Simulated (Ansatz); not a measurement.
# NbSn3Se4, from a guessed structure to a relaxed one, part 2 of 2

Starting from a made-up structure for NbSn3Se4, the aim is the relaxed cell, its shortest contacts and, where a second run follows, its electronic structure.

Ansatz 0.2.0; DFT, PBE, plane-wave PAW, files of the set soft_1, scalar-relativistic, no spin, cell and ions relaxed at zero pressure; PAW set soft_1 (the session's first sound run).

So far: The structure; Relaxing cell and atoms.

**2. Relaxing cell and atoms (continued)**

Step by step:

```csv
step,energy less that of the first step (eV),largest force component (eV/Å),pressure (GPa),volume (Å³)
1,0.0000,1.1297,-0.29,273.11
2,-1.3492,0.8110,-0.42,272.16
3,-1.9313,0.0953,1.59,269.23
4,-1.9518,0.0209,1.05,271.36
5,-1.9734,0.0561,-0.27,282.90
6,-1.9791,0.0005,-0.02,279.82
7*,-1.9794,0.0004,-0.02,279.82
```

Relaxation steps marked * repeat the geometry before them on a plane-wave basis chosen anew for their cell, so energy and pressure can jump there.

The run keeps the 24 symmetry operations that it works with, so distortions that break them were not tested.

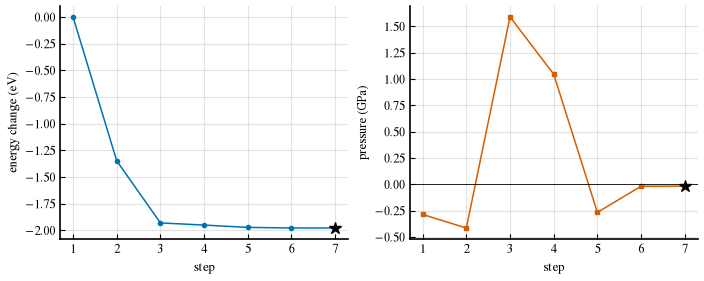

Energy and pressure along the relaxation. Stars mark steps on a basis chosen anew.

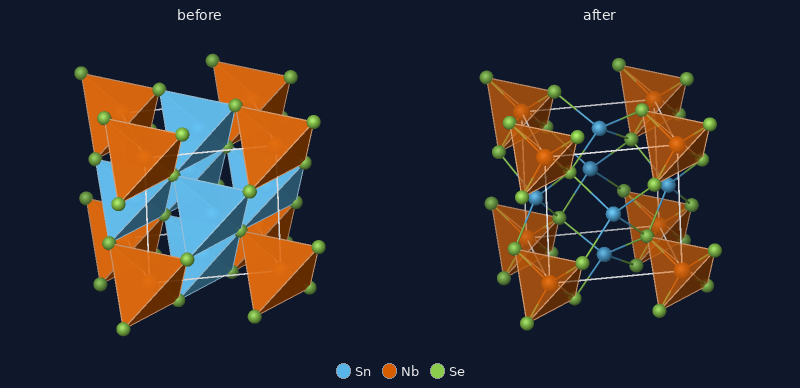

The structure before and after the relaxation, drawn at the same scale.

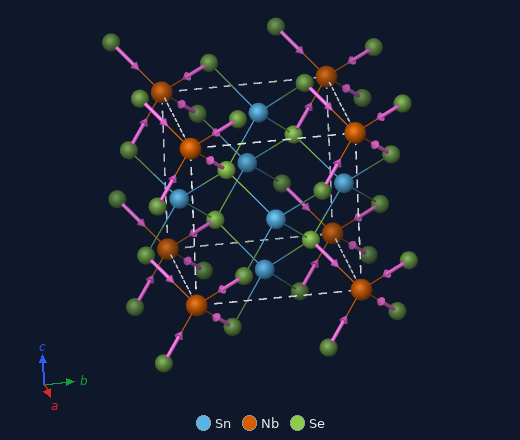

Displacements in the relaxation, exaggerated, measured against the changing cell; the longest in the cell stands for 0.40 Å. Some periodic images of atoms are drawn too.

```csv
"conventional cell, symmetrised",before,after,change
a (Å),6.488,6.541,+0.8 %
b (Å),6.488,6.541,+0.8 %
c (Å),6.488,6.541,+0.8 %
volume (Å³/atom),34.14,34.98,+2.5 %
```

The atoms that moved most (Å, as changes of fractional coordinates times the final cell):

```csv
atom,dx,dy,dz,length
Se7,0.230,-0.230,0.230,0.399
Se8,0.230,0.230,-0.230,0.399
Se6,-0.230,0.230,0.230,0.399
Se5,-0.230,-0.230,-0.230,0.399
```

Numbers from this step:

```
free energy             : -44502.5178 eV
energy at zero smearing : -44502.4941 eV
smearing term TS        : 0.04724 eV
Fermi energy            : 6.630 eV
electrons               : 119
symmetry operations     : 24
pressure                : -0.01837 GPa
```

Shortest distances by pair of elements, guess and relaxed (not always the same contact):

```csv
pair,guess (Å),relaxed (Å)
Nb–Se,2.842,2.466
Se–Sn,2.799,2.974
Se–Se,4.534,4.027
Sn–Sn,4.588,4.625
Nb–Sn,4.588,4.625
```

The relaxation ends with a largest force component of 3.8e-4 eV/Å and a pressure of -0.02 GPa.

**3. Electronic structure of the relaxed cell**

A second self-consistent run takes a narrower smearing and the mesh shown in its input; the bands follow along the standard path of the relaxed lattice.

This step: DFT, PBE, plane-wave PAW, files of the set soft_1, scalar-relativistic, no spin, bands and density of states at the relaxed cell; PAW set soft_1 (Ansatz 0.2.0).

input.yaml reads:

```yaml
crystal:
  lattice:
    - [6.5407086402, 0.0, 0.0]
    - [0.0, 6.5407086402, 0.0]
    - [0.0, 0.0, 6.5407086402]
  atoms:
    - { symbol: Sn, position: [0.0, 0.5, 0.5] }
    - { symbol: Sn, position: [0.5, 0.0, 0.5] }
    - { symbol: Sn, position: [0.5, 0.5, 0.0] }
    - { symbol: Nb, position: [0.0, 0.0, 0.0] }
    - { symbol: Se, position: [0.2176785958, 0.2176785958, 0.2176785958] }
    - { symbol: Se, position: [0.2176785958, 0.7823214042, 0.7823214042] }
    - { symbol: Se, position: [0.7823214042, 0.2176785958, 0.7823214042] }
    - { symbol: Se, position: [0.7823214042, 0.7823214042, 0.2176785958] }
kpoints:
  mp_grid: { grid: [6, 6, 6] }
  band_path:
    path:
      - [[0.0, 0.0, 0.0], [0.0, 0.5, 0.0], [0.5, 0.5, 0.0], [0.0, 0.0, 0.0], [0.5, 0.5, 0.5], [0.0, 0.5, 0.0]]
      - [[0.5, 0.5, 0.0], [0.5, 0.5, 0.5]]
    npoints: 13
scf:
  occupations: { method: fermi_dirac, width: 0.03 }
  n_extra_bands: 12
hamiltonian:
  xc: pbe
  pseudopotentials: { kind: paw, azcp: { folder: soft_1 } }
output:
  forces: true
  stress: true
  write_bands: true
  dos: { projected: true }
  write_density: true
  write_potential: true
  elf: true
  volumetric_format: npy
```

Run with:

```sh
> ansatz run input.yaml --threads 4 --pin off --max-ram 10240MiB --backend cpu --events-out ev --progress --plain --runs-dir out
```

Numbers of over 12 decimals in the logs are rounded to 6 here.

Log:

```text
[...]
Crystal: 8 atoms, lattice volume = 279.817 Å³
Basis set: ecut = 420 eV, 5449 PW (Γ), exchange–correlation on 90×90×90 points (8 copies of the dense FFT grid, shifted against one another)
Bands: 72, of which v1, the nominal top of the filled ones, is band 60 counted from 1 (59 counted from 0)
Symmetry: 24 space group operations
[...]
k-points: 20 of 216 (time reversal used)
[...]
SCF iter   1: F=—  HF=-44504.146342 eV  |F-HF|=—  |Δ(HF+E_count)|=         —  Δρ=4.02e-2  dr2=1.31e1  ethr=3.10e-3  ⟨swp⟩=6.0  Hψ=5059  notcnv=0
[...]
SCF iter  10: F=-44502.462724 eV  HF=-44502.462724 eV  |F-HF|=1.15e-8  |Δ(HF+E_count)|=   1.04e-7  Δρ=2.64e-6  dr2=2.59e-8  ethr=8.40e-11  ⟨swp⟩=15.7  Hψ=10317  notcnv=0
SCF 1 converged in 10 iterations: F = -44502.462724 eV  dr2 = 2.59e-8
[...]
NSCF: frozen V_eff on 80 k-points
SCF converged after 10 iterations
Free energy (F): -44502.462724 eV
[...]
Internal energy: -44502.439747 eV  (E = F + TS)
E sigma→0 (E₀):  -44502.451236 eV
Entropy (-TS):   -0.022978 eV (-2.872 meV/atom)
Fermi energy:    6.628682 eV
[...]
--- Forces (eV/Å), atoms counted from 1 ---
  atom   1  Sn     0.00000000    -0.00000000     0.00000000
  atom   2  Sn     0.00000000     0.00000000    -0.00000000
  atom   3  Sn     0.00000000    -0.00000000     0.00000000
  atom   4  Nb     0.00000000    -0.00000000     0.00000000
  atom   5  Se     0.00428460     0.00428460     0.00428460
  atom   6  Se     0.00428460    -0.00428460    -0.00428460
  atom   7  Se    -0.00428460     0.00428460    -0.00428460
  atom   8  Se    -0.00428460    -0.00428460     0.00428460
  max |Σ_I F_I| component: 1.41e-16 eV/Å
--- Stress (GPa, compression-positive) ---
        0.008778       0.000000      -0.000000
       -0.000000       0.008778       0.000000
       -0.000000       0.000000       0.008778
  P = ⅓ Tr σ = 0.0088 GPa (0.088 kbar)
--- Band table (eV; the first three rows and the last of 20) ---
  k-point 0: bands = [... 56 lower, 3.9319, 3.9319, 6.6698, 6.6698, 6.6698, 7.9856, 7.9856, 7.9856, ... 8 higher]
  k-point 1: bands = [... 56 lower, 3.9862, 4.3794, 6.7170, 6.7791, 6.7791, 7.6763, 7.6792, 7.6792, ... 8 higher]
  k-point 2: bands = [... 56 lower, 4.0959, 5.1915, 6.7142, 6.8114, 6.8114, 7.1322, 7.3433, 7.8089, ... 8 higher]
  k-point 19: bands = [... 56 lower, 4.3493, 4.3493, 6.5657, 6.5657, 6.9232, 7.6254, 7.6254, 7.6254, ... 8 higher]
```

Run time: 39 s. Hardware: 4 threads of Arm Neoverse V1, shared host; peak memory 1.4 GiB.

In the SCF lines HF is the Harris–Foulkes energy and dr2 the Hartree energy of the density residual, in eV; the loop may stop once dr2 is under the threshold and the program's other checks hold. Hψ counts applications of the Hamiltonian.

This step gave:

* free energy: -44502.4627 eV
* energy at zero smearing: -44502.4512 eV
* smearing term TS: 0.02298 eV
* Fermi energy: 6.629 eV
* pressure: 0.008778 GPa

bands.tsv at the labelled points (eV, zero at the Fermi level; the bands that come nearest the Fermi level along the path):

```tsv
point	band 57	band 58	band 59	band 60	band 61	band 62	band 63	band 64
Γ	-2.70	-2.70	0.04	0.04	0.04	1.36	1.36	1.36
X	-2.43	-0.83	-0.03	-0.01	0.12	0.12	0.64	1.37
M	-1.64	-1.64	-0.51	-0.31	0.10	1.02	1.02	1.32
Γ	-2.70	-2.70	0.04	0.04	0.04	1.36	1.36	1.36
R	-2.28	-2.28	-0.06	-0.06	0.29	1.00	1.00	1.00
X	-2.43	-0.83	-0.03	-0.01	0.12	0.12	0.64	1.37
M	-1.64	-1.64	-0.51	-0.31	0.10	1.02	1.02	1.32
R	-2.28	-2.28	-0.06	-0.06	0.29	1.00	1.00	1.00
```

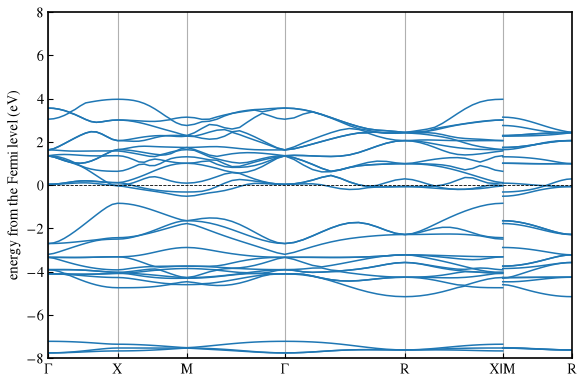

Bands along the path. 43 bands lie wholly below the window drawn.

States per cell as run, both spins, in windows of 1 eV, from dos.tsv (zero at the Fermi level):

| from | to | total |
| --- | --- | --- |
| -8 | -7 | 6.00 |
| -7 | -6 | 0.00 |
| -6 | -5 | 0.06 |
| -5 | -4 | 8.64 |
| -4 | -3 | 9.24 |
| -3 | -2 | 3.27 |
| -2 | -1 | 2.77 |
| -1 | 0 | 3.04 |
| 0 | 1 | 7.26 |
| 1 | 2 | 7.42 |

A further 86.0 states lie below the table's range.

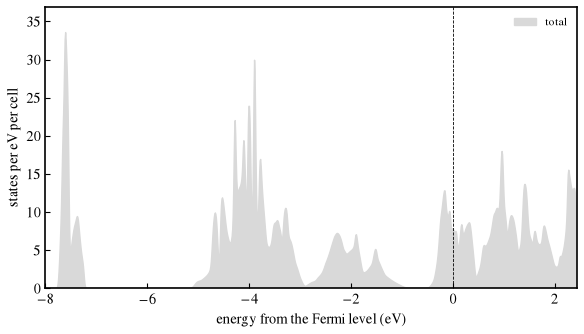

Total density of states, smoothed over about 0.04 eV.

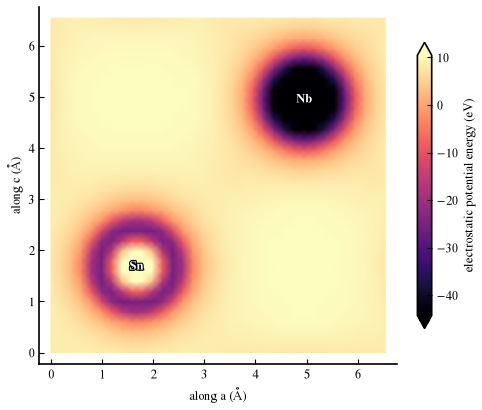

Electrostatic potential energy in the ac plane at fractional y = 0.000, with atoms of Sn and Nb within 0.2 Å of it. With pseudopotentials it is smooth inside the atoms' cores, unlike the true potential. The map starts off the cell's origin, so that atoms lie inside it.

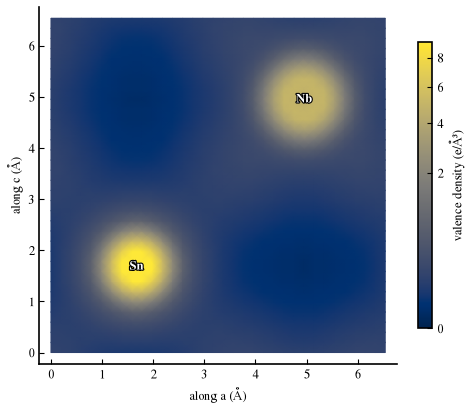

Valence density in the ac plane at fractional y = 0.000, with atoms of Sn and Nb within 0.2 Å of it. It is the smooth field of the valence electrons, not physical close to the nuclei. The map starts off the cell's origin, so that atoms lie inside it. The colour scale is stretched toward low values.

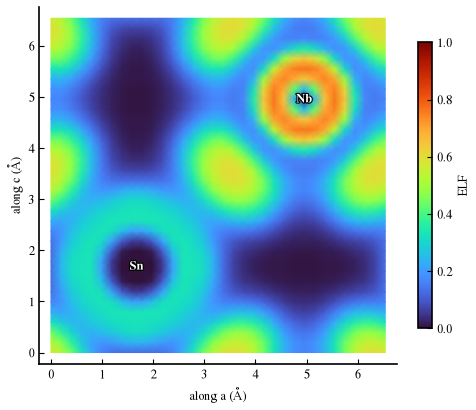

ELF in the ac plane at fractional y = 0.000, with atoms of Sn and Nb within 0.2 Å of it. It is the smooth field of the valence electrons, not physical close to the nuclei. The map starts off the cell's origin, so that atoms lie inside it.

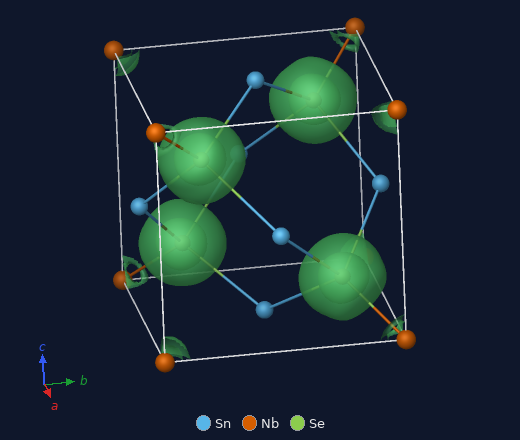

Surface of ELF = 0.73. Bonds to atoms that aren't drawn are left out.

**4. Results**

```yaml
space_group_relaxed: P-43m
conventional_cell: a = 6.541, b = 6.541, c = 6.541 Å; α = 90.0°, β = 90.0°, γ = 90.0°
volume_per_atom: 34.98 Å³ (guess 34.14)
```

What this shows: NbSn3Se4 relaxes to P-43m with a = 6.541, b = 6.541 and c = 6.541 Å. The guessed volume was 2 % too small. The space group P-43m was held in the relaxation, so the end point is a stationary structure within it and may be a saddle against distortions or other arrangements. Bands cross the Fermi level, so it is a metal or semimetal at this level. The electron count is odd, which forces that without spin polarisation or a larger cell. On the 6×6×6 mesh with the narrower smearing (relaxed on 4×4×4) the largest force component is 0.004 eV/Å and the largest stress component is 0.009 GPa, within the relaxation's thresholds of 0.015 eV/Å and 0.05 GPa. The cutoff wasn't tested. No dispersion term is used, so weakly bound directions may come out too long. The runs have no spin, and magnetism wasn't tested. Nothing here tests whether the compound is stable against decomposition.

[Logs are printed without paths, hosts, clocks, repeated set-up lines and the standing remarks that a program may print on its own settings, such as how far it seeks lower states.]

[Hosts, paths, dates, database ids (printed as entryN), source tags and the programs' standing remarks are cut or masked in the printed files.]
